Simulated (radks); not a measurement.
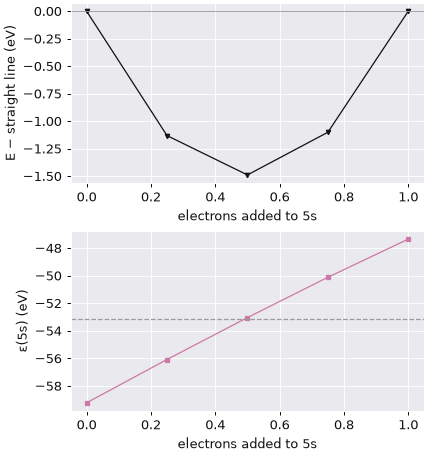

Computed with the in-house radial solver radks: Dirac Kohn-Sham, PBE, spin-unpolarised, spherical densities, finite nucleus. The occupation of the 5s shell is varied from Tb⁺ ([Kr] 4d10 4f9 5s1 5p6 6s2 (4f5/2: 6, 4f7/2: 3)) to Tb ([Xe] 4f9 6s2 (4f5/2: 6, 4f7/2: 3)), with spherical fractional occupations. The plot shows the total energy less the straight line between the end points, and the eigenvalue of 5s (the dashed line is minus the energy to take the whole electron out).

Question: Is the energy convex or concave in the occupation, and by how much?

Answer: The curve is convex (below the straight line), with the largest deviation among the points computed, −1.49 eV, at 0.5. The end points differ by 53.1 eV, the energy to take the electron out. The eigenvalue, which is the slope of the energy (Janak's theorem), moves from −59.2 eV at 0 to −47.3 eV at 1; for a straight line it would stay constant, and a parabola would sag by an eighth of this change, scaled to a whole electron, 1.48 eV. Convexity is the delocalisation error: fractional charges are too low in energy. The shell lies under occupied ones, so the straight line is a guide here rather than an exact condition.
